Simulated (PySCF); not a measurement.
**Al₃O⁺: a ladder of methods**

Aim: at the PBE0 minimum of singlet Al₃O⁺, found before, compare methods on energies and levels.

The runs use PySCF 2.14.0; several methods, basis O def2-TZVP, Al def2-TZVP, no relativity, density fitting.

**1. The system as given**

4 atoms, charge 1, spin multiplicity 1.

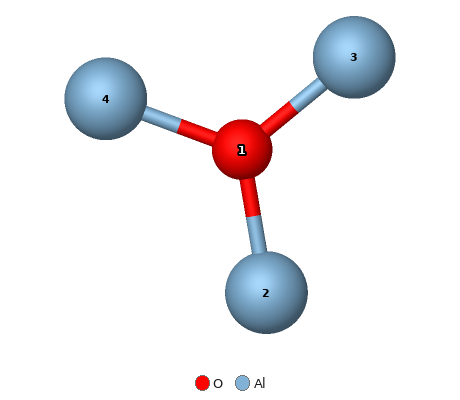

As it starts; oxygen red, aluminium light blue; atoms are numbered from 1 in the order of the file.

```xyz
4
charge 1 multiplicity 1
O     0.0000    0.0000    0.0000
Al    1.8801    0.0000    0.0000
Al   -0.9400    1.6282    0.0000
Al   -0.9401   -1.6282    0.0000
```

**2. PBE0**

One driver script runs all steps and calls PySCF; scf.py shows the equivalent input of each level. Each SCF starts from the density of the minimum. The driver also runs the species with one electron less or more at the same geometry (one less: multiplicity 2, one more: multiplicity 2); their logs are not shown.

File scf.py:

```python
from pyscf import gto, scf, dft
mol = gto.M(atom='''
O      0.000000    -0.000000     0.000000
Al     1.880070    -0.000024     0.000000
Al    -0.940014     1.628201    -0.000000
Al    -0.940056    -1.628177     0.000000''',
    basis={'O': 'def2-TZVP', 'Al': 'def2-TZVP'},
    charge=1, spin=0)
mf = dft.RKS(mol, xc='PBE0')
mf.grids.atom_grid = (99, 590)
aux = {'O': 'def2-universal-JKFIT', 'Al': 'def2-universal-JKFIT'}
mf = mf.density_fit(auxbasis=aux)
mf.kernel()
```

**3. HF**

Changes to scf.py since step 2:

```diff
@@ -9,2 +9 @@
-mf = dft.RKS(mol, xc='PBE0')
-mf.grids.atom_grid = (99, 590)
+mf = scf.RHF(mol)
```

**4. MP2**

Changes to scf.py since step 3:

```diff
@@ -12,0 +13,2 @@
+from pyscf.mp import dfmp2
+dfmp2.DFMP2(mf, frozen=16).kernel()  # the driver gives MP2 a fitting basis of its own (RI)
```

**5. PBE**

Changes to scf.py since step 4:

```diff
@@ -9 +9,2 @@
-mf = scf.RHF(mol)
+mf = dft.RKS(mol, xc='PBE')
+mf.grids.atom_grid = (99, 590)
@@ -13,2 +13,0 @@
-from pyscf.mp import dfmp2
-dfmp2.DFMP2(mf, frozen=16).kernel()  # the driver gives MP2 a fitting basis of its own (RI)
```

(Steps that only read results are left out.)

Before running it: what results should come out? Wanted: vertical ionisation energy, range; vertical electron affinity, range; orbital gap, range.

The runs gave:

| quantity | value |
| --- | --- |
| vertical ionisation energy, range | 12.59 (HF) to 13.23 (MP2) eV |
| vertical electron affinity, range | 4.40 (HF) to 5.21 (PBE) eV |
| orbital gap, range | 2.96 (PBE) to 9.29 (HF) eV |

What this shows: The vertical ionisation energy spreads over 0.63 eV, from HF to MP2; without a CCSD(T) value for it there is no yardstick here.
